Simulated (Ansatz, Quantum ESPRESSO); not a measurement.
# In2Se2, 1 layer: the dipole at a withheld member of a series

Method. Quantum ESPRESSO 7.5, PBE, GBRV ultrasoft. Cell and atoms are relaxed without a field with a D3(BJ) correction and then held. Sawtooth field with dipole correction, 17 Å of vacuum in the starting cell, Fermi-Dirac smearing of 0.002 Ry; bands along a path at each field. The series steps the field along the normal.

| field along the normal | dipole (e Å) |
| --- | --- |
| 0 V/Å | −0.000 |
| 0.05 V/Å | 0.028 |
| 0.1 V/Å | 0.057 |
| 0.2 V/Å | 0.113 |
| 0.3 V/Å | 0.170 |

One more run was made and is withheld. What is the dipole at 0.4 V/Å?

**Worked estimate.** The rows at 0.2 V/Å and 0.3 V/Å give a slope of (0.170 − (0.113))/(0.3 − (0.2)) = 0.57, so a straight line gives 0.227 e Å. A parabola through these and the row at 0.1 V/Å gives 0.228 e Å.

**The withheld run.** 0.226 e Å. The line misses by +0.001 and the parabola by +0.002 e Å. Both misses are under 5 % of the step from the nearer row.

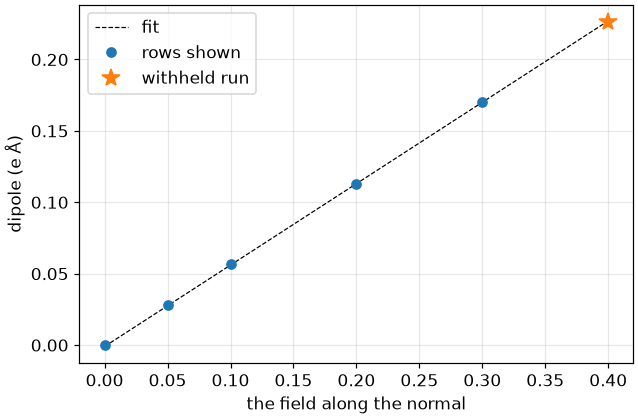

The rows shown, the fit and the withheld run.

**Limits.** Ions are held; semilocal gaps are too small; in strong fields empty levels can belong to the vacuum; one stacking. Members without a usable value, or on the other side of zero field or charge, are not listed.
